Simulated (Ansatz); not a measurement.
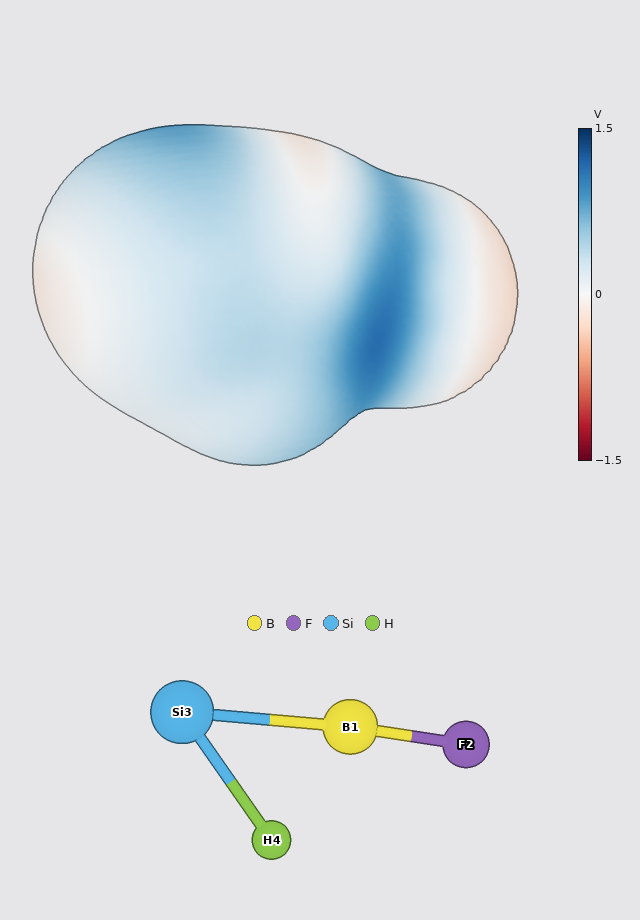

Figure 1: BFHSi (doublet). The molecular electrostatic potential painted on the density surface at 0.002 e/bohr³, seen at a tilt; the colour scale runs from red (negative) to blue (positive). The bare structure is drawn below in the same view.

Geometry: r2SCAN-D4/def2-SVP.

Method: isolated molecule in a Gaussian basis; Kohn-Sham density functional theory, functional PBE0 (Ansatz 0.2.0).

Which sites attract a positive test charge, and which a negative one?

Answer. A positive charge is drawn to the negative regions and a negative charge to the positive ones. The most negative region (about −0.2 V) lies over F2, the most positive (about +1.1 V) over B1.
